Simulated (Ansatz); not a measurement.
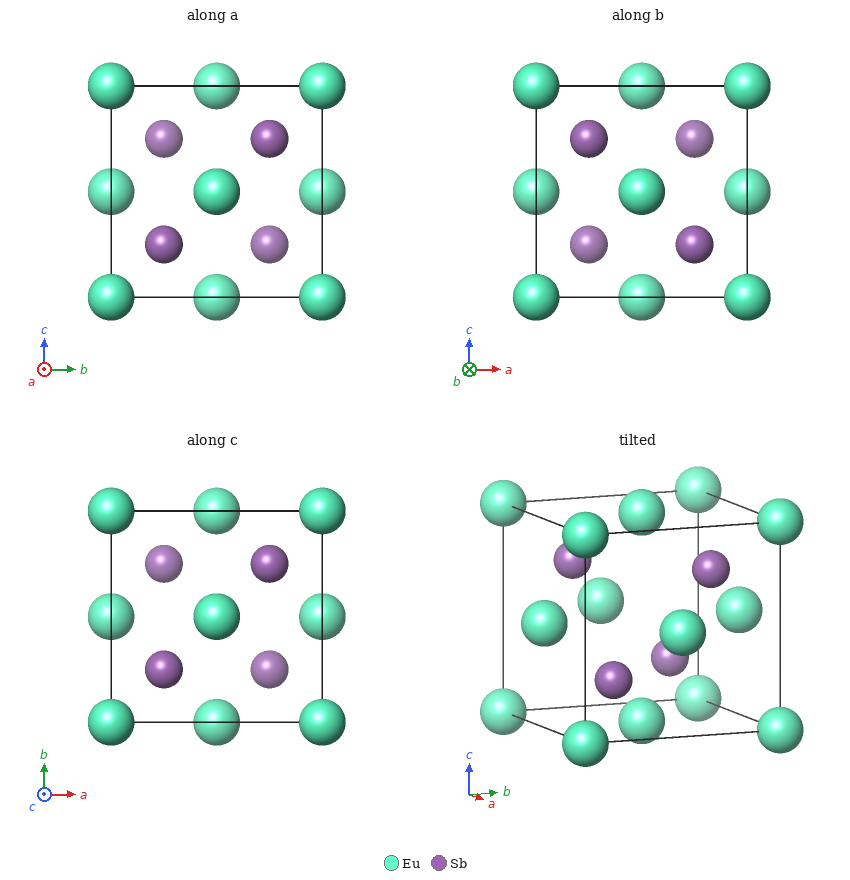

Crystal structure, spheres-only style, seen along the a axis, along the b axis, along the c axis and slightly off an axis. The parallelepiped is the conventional unit cell.

Lattice parameters: a = 7.262 Å, b = 7.262 Å, c = 7.262 Å, α = 90.00°, β = 90.00°, γ = 90.00°. Put a along x and b in the xy plane.

### Put the structure into a POSCAR file.

```
Eu Sb
1.0
     7.262    0.000    0.000
     0.000    7.262    0.000
     0.000    0.000    7.262
Eu Sb
4 4
Direct
  0.0000 0.0000 0.0000
  0.0000 0.5000 0.5000
  0.5000 0.0000 0.5000
  0.5000 0.5000 0.0000
  0.2500 0.2500 0.7500
  0.2500 0.7500 0.2500
  0.7500 0.2500 0.2500
  0.7500 0.7500 0.7500
```

The cell started as a structure type filled with these elements by a generator (whether the compound takes this form wasn't checked). Earlier steps of the study may have refined or changed the cell and positions. It was the input of a calculation with Ansatz.
